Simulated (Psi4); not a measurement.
# CH5BO2 (SMILES COBO): HSE06/cc-pVDZ

Aim: the energy change on altering one bond length of CH5BO2 at HSE06/cc-pVDZ, from 2 runs. 

The results are computed with Psi4 1.11.

1 further run of the same task is left out (set aside as unsound or not needed). Runs told in other sessions of the task aren't counted.

**1. The system as given**

CH5BO2: 9 atoms, total charge 0, spin state singlet. SMILES: `COBO`. The coordinates come from a PBE0-D4/def2-TZVP relaxation. This is one conformer, not always the lowest.

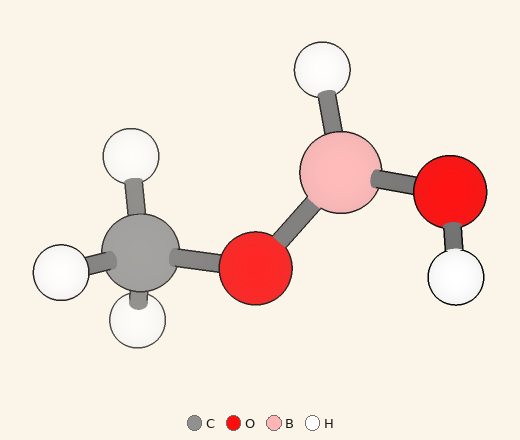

Viewed from a chosen angle; carbon grey, oxygen red, boron pink, hydrogen white.

**2. Energy and forces at HSE06/cc-pVDZ**

job.json

```json
{
 "schema_name": "qcschema_input",
 "schema_version": 1,
 "molecule": {
  "schema_name": "qcschema_molecule",
  "schema_version": 2,
  "symbols": ["C", "O", "B", "O", "H", "H", "H", "H", "H"],
  "geometry": [0.53252482, 1.51537138, -1.9981964, -0.21448392, 0.85944744, 0.47432126, -0.25492405, -1.57622056, 1.26914007, -0.99135032, -2.11365867, 3.66323409, 1.07355341, -0.15080014, -3.0946155, 2.13803614, 2.80888891, -1.90144243, -1.02952279, 2.47081691, -2.95118529, 0.34752063, -3.2850999, -0.08995096, -1.43411316, -0.61661763, 4.59619188],
  "molecular_charge": 0,
  "molecular_multiplicity": 1,
  "fix_symmetry": "c1"
 },
 "driver": "gradient",
 "model": {
  "method": "hse06",
  "basis": "cc-pVDZ"
 },
 "keywords": {
  "puream": true,
  "e_convergence": 1e-09,
  "d_convergence": 1e-08,
  "scf_type": "pk",
  "dft_radial_points": 99,
  "dft_spherical_points": 590,
  "scf_properties": ["QUADRUPOLE", "MULLIKEN_CHARGES", "LOWDIN_CHARGES"]
 }
}
```

Command:

```bash
psi4 --qcschema job.json -n 1 --memory 2200MB
```

stdout:

```text
[...]
  Running in c1 symmetry.
[...]
  Nuclear repulsion =  115.438950572107544
[...]
  Multiplicity = 1
[...]
  Nalpha       = 16
  Nbeta        = 16
[...]
    Number of basis functions: 81
[...]
   @RKS iter   1:  -216.03638878984486   -4.30220e-01   9.31420e-03 ADIIS/DIIS
[...]
   @RKS iter  11:  -216.28105962080741   -1.59162e-12   2.08699e-09 DIIS
[...]
    Orbital Energies [Eh]
    ---------------------
    Doubly Occupied:
       1A    -19.214061     2A    -19.207305     3A    -10.268071
       4A     -6.801730     5A     -1.057346     6A     -1.021861
       7A     -0.703678     8A     -0.557783     9A     -0.516687
      10A     -0.468897    11A     -0.457706    12A     -0.376049
      13A     -0.362159    14A     -0.359089    15A     -0.313345
      16A     -0.292906
[...]
  @RKS Final Energy:  -216.28105962080741
   => Energetics <=
    Nuclear Repulsion Energy =            115.4389505721075437
    One-Electron Energy =                -523.6018788586636674
    Two-Electron Energy =                 213.9226847405079184
    DFT Exchange-Correlation Energy =     -22.0408160747592241
    Empirical Dispersion Energy =           0.0000000000000000
    VV10 Nonlocal Energy =                  0.0000000000000000
    Total Energy =                       -216.2810596208074116
[...]
 Multipole Moments:
 ------------------------------------------------------------------------------------
     Multipole            Electronic (a.u.)      Nuclear  (a.u.)        Total (a.u.)
 ------------------------------------------------------------------------------------
 L = 1.  Multiply by 2.5417464519 to convert [e a0] to [Debye]
 Dipole X            :         -1.1038408            1.1507181            0.0468774
 Dipole Y            :         -1.3821635            1.9946939            0.6125304
 Dipole Z            :          3.7584893           -4.0759431           -0.3174538
 Magnitude           :                                                    0.6914969
 L = 2.  Multiply by 1.3450342976 to convert [e a0^2] to [Debye ang]
 Quadrupole XX       :        -35.3514881           17.8851903          -17.4662978
 Quadrupole XY       :        -23.7531677           23.6796422           -0.0735255
[...]
  Mulliken Charges: (a.u.)
   Center  Symbol    Alpha    Beta     Spin     Total
       1     C     2.95703  2.95703  0.00000  0.08593
       2     O     4.10026  4.10026  0.00000 -0.20051
       3     B     2.48006  2.48006  0.00000  0.03989
       4     O     4.05390  4.05390  0.00000 -0.10780
       5     H     0.48080  0.48080  0.00000  0.03840
       6     H     0.47581  0.47581  0.00000  0.04838
       7     H     0.47581  0.47581  0.00000  0.04839
       8     H     0.55315  0.55315  0.00000 -0.10629
       9     H     0.42319  0.42319  0.00000  0.15362
   Total alpha = 16.00000, Total beta = 16.00000, Total charge = -0.00000
[...]
  -Total Gradient:
     Atom            X                  Y                   Z
    ------   -----------------  -----------------  -----------------
       1        0.001412607170     0.002381665622    -0.005121368256
       2        0.000775748343    -0.004292849452    -0.000933716997
       3        0.000374382444    -0.001765444056    -0.000956258706
       4       -0.000299856116     0.005304829342    -0.000488780616
       5       -0.001585929603     0.004406892837     0.003422570697
       6       -0.004454038218    -0.003797793599     0.000089280302
       7        0.004161424050    -0.002890180307     0.002920629720
       8       -0.000994440701     0.004342234836     0.001896723396
       9        0.000605859165    -0.003665429719    -0.000822349828
[...]
```

Wall time 35 s (1 thread of AMD EPYC 9R45 (Zen 5), shared host); peak memory 1.4 GiB.

**3. The distorted shape, same level**

ch5bo2.json

```json
{
 "schema_name": "qcschema_input",
 "schema_version": 1,
 "molecule": {
  "schema_name": "qcschema_molecule",
  "schema_version": 2,
  "symbols": ["C", "O", "B", "O", "H", "H", "H", "H", "H"],
  "geometry": [0.76683763, 1.37205077, -1.85524429, 0.0198289, 0.71612683, 0.61727337, -0.02061124, -1.71954117, 1.41209218, -0.75703751, -2.25697928, 3.8061862, 1.30786622, -0.29412075, -2.95166339, 2.37234895, 2.6655683, -1.75849031, -1.02952279, 2.47081691, -2.95118529, 0.58183345, -3.4284205, 0.05300115, -1.19980034, -0.75993824, 4.73914399],
  "molecular_charge": 0,
  "molecular_multiplicity": 1,
  "fix_symmetry": "c1",
  "fix_com": true,
  "fix_orientation": true
 },
 "driver": "gradient",
 "model": {
  "method": "hse06",
  "basis": "cc-pVDZ"
 },
 "keywords": {
  "puream": true,
  "e_convergence": 1e-09,
  "d_convergence": 1e-08,
  "scf_type": "pk",
  "dft_radial_points": 99,
  "dft_spherical_points": 590,
  "scf_properties": ["QUADRUPOLE", "MAYER_INDICES", "DIPOLE"]
 }
}
```

Command:

```bash
psi4 --qcschema ch5bo2.json -n 1 --memory 2200MB
```

stdout (excerpt; [...] marks lines left out):

```text
[...]
  Running in c1 symmetry.
[...]
  Nuclear repulsion =  114.831905757648286
[...]
  Multiplicity = 1
[...]
  Nalpha       = 16
  Nbeta        = 16
[...]
    Number of basis functions: 81
[...]
   @RKS iter   1:  -216.02541417403737   -4.68031e-01   9.28409e-03 DIIS/ADIIS
[...]
   @RKS iter  11:  -216.27012330405697   -1.73372e-12   2.94959e-09 DIIS
[...]
    Orbital Energies [Eh]
    ---------------------
    Doubly Occupied:
       1A    -19.217298     2A    -19.208971     3A    -10.283667
       4A     -6.803864     5A     -1.059625     6A     -1.023613
       7A     -0.694797     8A     -0.559111     9A     -0.518143
      10A     -0.468586    11A     -0.444938    12A     -0.375468
      13A     -0.361097    14A     -0.359298    15A     -0.314670
      16A     -0.291084
[...]
  @RKS Final Energy:  -216.27012330405697
   => Energetics <=
    Nuclear Repulsion Energy =            114.8319057576482862
    One-Electron Energy =                -522.3829646826460475
    Two-Electron Energy =                 213.2811618788264241
    DFT Exchange-Correlation Energy =     -22.0002262578856573
    Empirical Dispersion Energy =           0.0000000000000000
    VV10 Nonlocal Energy =                  0.0000000000000000
    Total Energy =                       -216.2701233040569662
[...]
 Multipole Moments:
 ------------------------------------------------------------------------------------
     Multipole            Electronic (a.u.)      Nuclear  (a.u.)        Total (a.u.)
 ------------------------------------------------------------------------------------
[...]
  -Total Gradient:
     Atom            X                  Y                   Z
    ------   -----------------  -----------------  -----------------
       1        0.050996814220    -0.026020859058     0.020271566291
       2        0.000056867182    -0.007247118146     0.003357412617
       3        0.000834797295    -0.000179406698    -0.001121745763
       4       -0.000590984064     0.004997786338    -0.000017921097
       5        0.000797249901     0.003792952026     0.004542241372
       6       -0.002041274390    -0.005578426816     0.000865454169
       7       -0.049749200876     0.029728006355    -0.028856662086
       8       -0.000976913963     0.004224327530     0.001883114266
       9        0.000672418010    -0.003693376600    -0.000915997341
[...]
```

It took 36 s on 1 thread of AMD EPYC 9R45 (Zen 5), shared host; peak memory 1.4 GiB.

**4. Outcome**

At HSE06/cc-pVDZ:

```
                                                         quantity          value
                                        first shape: total energy  -216.28106 Eh
                                       first shape: dipole moment         1.76 D
                                         first shape: HOMO energy       -7.97 eV
                                         first shape: LUMO energy        1.04 eV
                                       first shape: HOMO–LUMO gap        9.01 eV
                            first shape: largest force on an atom     0.301 eV/Å
                                    distorted shape: total energy  -216.27012 Eh
                                   distorted shape: dipole moment         1.62 D
                                     distorted shape: HOMO energy       -7.92 eV
                                     distorted shape: LUMO energy        0.97 eV
                                   distorted shape: HOMO–LUMO gap        8.89 eV
                        distorted shape: largest force on an atom     3.329 eV/Å
energy change with the C1–H7 bond stretched from 1.092 to 1.256 Å       0.298 eV
```

In words: With the C1–H7 bond stretched from 1.092 to 1.256 Å the energy rises by 0.30 eV (28.7 kJ/mol). The first shape isn't relaxed at this level, so the change isn't measured from a minimum. The largest force (first shape) is 0.30 eV/Å: the shape isn't a stationary point for this species at this level. Mulliken charges (first shape) run from -0.20 on O2 to +0.15 on H9.
